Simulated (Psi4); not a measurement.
# TPSS/aug-cc-pVDZ run of SiN2H4 (SMILES N[Si]N)

What is the vertical singlet–triplet gap of SiN2H4 at TPSS/aug-cc-pVDZ? 

The results are computed with Psi4 1.11.

4 further runs of the same task are left out: 4 set aside as unsound or not needed.

### 1 The molecule

SiN2H4: 7 atoms, total charge 0, spin state singlet. As SMILES, `N[Si]N`. The shape is that of a GFN2-xTB optimisation. This is one conformer, not always the lowest.

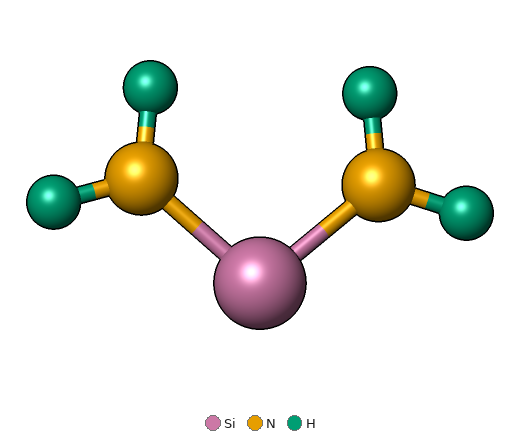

Viewed from a chosen angle; silicon pink, nitrogen amber, hydrogen teal.

### 2 Energy and forces at TPSS/aug-cc-pVDZ

job.in

```
memory 1.6 GB

molecule {
  0 1
  Si
  N 1 R2
  H 2 R3 1 A3
  H 2 R4 3 A4 1 D4
  N 1 R5 2 A5 3 D5
  H 5 R6 1 A6 2 D6
  H 5 R7 6 A7 1 D7

  R2 = 1.717341
  R3 = 1.004338
  A3 = 122.84033
  R4 = 1.011598
  A4 = 112.14543
  D4 = 178.81694
  R5 = 1.717235
  A5 = 98.7365
  D5 = 179.17933
  R6 = 1.004701
  A6 = 122.86504
  D6 = 179.10191
  R7 = 1.011827
  A7 = 112.02933
  D7 = 178.82084
  symmetry c1
  no_reorient
  no_com
}

set {
  basis                aug-cc-pVDZ
  puream               true
  e_convergence        1e-09
  d_convergence        1e-08
  scf_type             pk
  dft_radial_points    99
  dft_spherical_points 590
}

e_tot = gradient('tpss')
```

On the command line:

```console
$ psi4 -n 1 job.in job.out
```

job.out:

```text
[...]
  Running in c1 symmetry.
[...]
  Nuclear repulsion =  103.309376119874358
[...]
  Multiplicity = 1
[...]
  Nalpha       = 16
  Nbeta        = 16
[...]
    Number of basis functions: 109
[...]
   @RKS iter   1:  -400.74194355469547    1.49073e-01   1.18749e-02 DIIS/ADIIS
[...]
   @RKS iter  11:  -401.48298390851335   -5.82077e-11   9.26858e-09 DIIS
[...]
    Orbital Energies [Eh]
    ---------------------
    Doubly Occupied:
       1A    -65.691121     2A    -14.105122     3A    -14.105061
       4A     -5.107600     5A     -3.485489     6A     -3.483552
       7A     -3.478941     8A     -0.809039     9A     -0.782229
      10A     -0.480068    11A     -0.465573    12A     -0.442779
      13A     -0.370189    14A     -0.271566    15A     -0.221817
      16A     -0.201850
[...]
  @RKS Final Energy:  -401.48298390851335
   => Energetics <=
    Nuclear Repulsion Energy =            103.3093761198743579
    One-Electron Energy =                -757.7997385422995649
    Two-Electron Energy =                 289.2948533787597398
    DFT Exchange-Correlation Energy =     -36.2874748648479155
    Empirical Dispersion Energy =           0.0000000000000000
    VV10 Nonlocal Energy =                  0.0000000000000000
    Total Energy =                       -401.4829839085133472
[...]
 Multipole Moments:
 ------------------------------------------------------------------------------------
     Multipole            Electronic (a.u.)      Nuclear  (a.u.)        Total (a.u.)
 ------------------------------------------------------------------------------------
 L = 1.  Multiply by 2.5417464519 to convert [e a0] to [Debye]
 Dipole X            :          0.0249331           -0.0348102           -0.0098771
 Dipole Y            :         -1.7489690            2.4295003            0.6805313
 Dipole Z            :         -1.4992296            2.0826275            0.5833979
 Magnitude           :                                                    0.8964226
[...]
  -Total Gradient:
     Atom            X                  Y                   Z
    ------   -----------------  -----------------  -----------------
       1       -0.000348804149     0.022546149862     0.019303350901
       2        0.000161117305    -0.003990363746    -0.010152783533
       3       -0.000105845872     0.008710272688    -0.005090984991
       4        0.000059600504    -0.005415378607    -0.006709499910
       5        0.000068017548    -0.011142790643    -0.002174464625
       6        0.000051725951    -0.003461612095     0.009167551868
       7        0.000113924153    -0.007225396585    -0.004325290443
[...]
```

Run time: 46 s. Hardware: 1 thread of Intel Xeon 6975P-C (Granite Rapids), shared host; peak memory 0.64 GiB.

### 3 The triplet, same level

run_ase.py

```python
import numpy as np
from ase.calculators.psi4 import Psi4
from ase import Atoms

atoms = Atoms(['Si', 'N', 'H', 'H', 'N', 'H', 'H'], positions=[
    [0.009630, 0.880650, -0.762080],
    [1.303790, 0.016250, -0.035980],
    [2.268610, 0.210470, -0.236220],
    [1.196400, -0.748430, 0.617520],
    [-1.302450, 0.053850, -0.024690],
    [-2.263120, 0.292130, -0.197200],
    [-1.212860, -0.704930, 0.638650],
])
calc = Psi4(atoms=atoms, method='tpss', basis='aug-cc-pVDZ', memory='1600MB', num_threads=1, charge=0, multiplicity=3, label='psi4-calc', reference='uks')
calc.psi4.set_options({'puream': True, 'e_convergence': 1e-09, 'd_convergence': 1e-08, 'scf_type': 'pk', 'dft_radial_points': 99, 'dft_spherical_points': 590, 'maxiter': 200})
atoms.calc = calc

forces = atoms.get_forces()
print(f'energy: {atoms.get_potential_energy():.6f} eV')
print('forces / eV A^-1')
print(np.round(forces, 5))
```

On the command line:

```console
$ python run_ase.py
```

psi4-calc.dat, shortened:

```text
[...]
  Running in c1 symmetry.
[...]
  Nuclear repulsion =  103.309387026185647
[...]
  Multiplicity = 3
[...]
  Nalpha       = 17
  Nbeta        = 15
[...]
    Number of basis functions: 109
[...]
   @UKS iter   1:  -400.60268105233365    2.88336e-01   1.19471e-02 ADIIS/DIIS
[...]
   @UKS iter  15:  -401.36156928996536   -1.13687e-12   3.20316e-09 DIIS
[...]
   @S^2 Observed:                2.002415685E+00
[...]
  @UKS Final Energy:  -401.36156928996536
   => Energetics <=
    Nuclear Repulsion Energy =            103.3093870261856466
    One-Electron Energy =                -757.2915629789190461
    Two-Electron Energy =                 288.9253721579575540
    DFT Exchange-Correlation Energy =     -36.3047654951894785
    Empirical Dispersion Energy =           0.0000000000000000
    VV10 Nonlocal Energy =                  0.0000000000000000
    Total Energy =                       -401.3615692899653595
[...]
 Multipole Moments:
 ------------------------------------------------------------------------------------
     Multipole            Electronic (a.u.)      Nuclear  (a.u.)        Total (a.u.)
 ------------------------------------------------------------------------------------
 L = 1.  Multiply by 2.5417464519 to convert [e a0] to [Debye]
 Dipole X            :          0.0224068           -0.0274675           -0.0050607
 Dipole Y            :          1.9863861           -2.4197960           -0.4334099
 Dipole Z            :         -1.7185925            2.0940035            0.3754110
 Magnitude           :                                                    0.5734137
[...]
  -Total Gradient:
     Atom            X                  Y                   Z
    ------   -----------------  -----------------  -----------------
       1       -0.000082263741    -0.005561459870     0.004836562530
       2       -0.030103908437     0.002205062221    -0.001898749748
       3       -0.009134714183    -0.000566836597     0.000758177250
       4        0.004631423629     0.001642312590    -0.001099938296
       5        0.030625831837     0.001967936401    -0.001778290567
       6        0.008796736301    -0.000972682829     0.000580433051
       7       -0.004733364568     0.001263726855    -0.001379160159
[...]
```

Standard output:

```text
energy: -10921.604597 eV
forces / eV A^-1
[[ 0.00423  0.28598 -0.24871]
 [ 1.54801 -0.11339  0.09764]
 [ 0.46973  0.02915 -0.03899]
 [-0.23816 -0.08445  0.05656]
 [-1.57484 -0.1012   0.09144]
 [-0.45235  0.05002 -0.02985]
 [ 0.2434  -0.06498  0.07092]]
```

Run time: 82 s. Hardware: 1 thread of Intel Xeon 6975P-C (Granite Rapids), shared host; peak memory 0.69 GiB.

### 4 Outcome

At TPSS/aug-cc-pVDZ:

```
                                        quantity          value
                           singlet: total energy  -401.48298 Eh
                          singlet: dipole moment         2.28 D
                            singlet: HOMO energy       -5.49 eV
                            singlet: LUMO energy       -1.17 eV
                          singlet: HOMO–LUMO gap        4.32 eV
               singlet: largest force on an atom     1.526 eV/Å
                           triplet: total energy  -401.36157 Eh
                          triplet: dipole moment         1.46 D
     triplet: HOMO energy (highest over α and β)       -2.35 eV
                                   triplet: ⟨S²⟩          2.002
               triplet: largest force on an atom     1.581 eV/Å
vertical energy of the triplet above the singlet       3.304 eV
```

What this shows: At this shape the triplet lies 3.30 eV (76 kcal/mol) above the singlet. The largest force (singlet) is 1.53 eV/Å: the shape isn't a stationary point for this species at this level.
